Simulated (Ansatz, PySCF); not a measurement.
hydrogen isocyanide (SMILES [C-]#[NH+]) and hydrogen isocyanide (SMILES [C-]#[NH+]) are pulled apart as rigid monomers along the line of their centres of mass, from the B3LYP-D3(BJ)/def2-TZVP minimum. Starting geometry (charge 0, multiplicity 1):
```csv
atom,x (Å),y (Å),z (Å)
C,-0.2166,0.3936,-1.1305
N,-0.1158,0.3302,0.0263
H,-0.0279,0.2747,1.0361
C,0.1490,0.1636,3.0787
N,0.2492,0.1013,4.2313
H,0.3356,0.0476,5.2247
```

Interaction energies with rigid monomers; basis-set methods are counterpoise corrected unless marked otherwise.

Cores are frozen in the correlated methods. Rows in 6-31G* carry no dispersion term and start afresh at each structure (6-31G* with six Cartesian d functions).

Run with Ansatz (an electronic-structure program) with Gaussian orbitals; PySCF for 6-31G* rows. Each number belongs to the level named beside it.

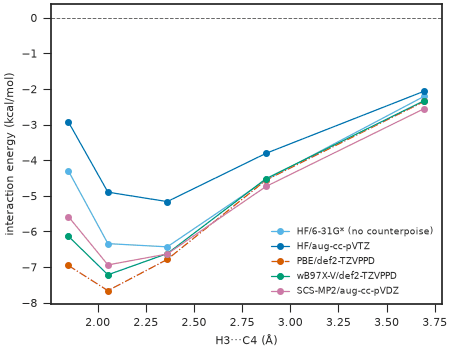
*Interaction energy against separation*

Q: Which level binds most strongly at H3···C4 = 2.05, and by how much?

A: PBE/def2-TZVPPD, -7.7 kcal/mol.
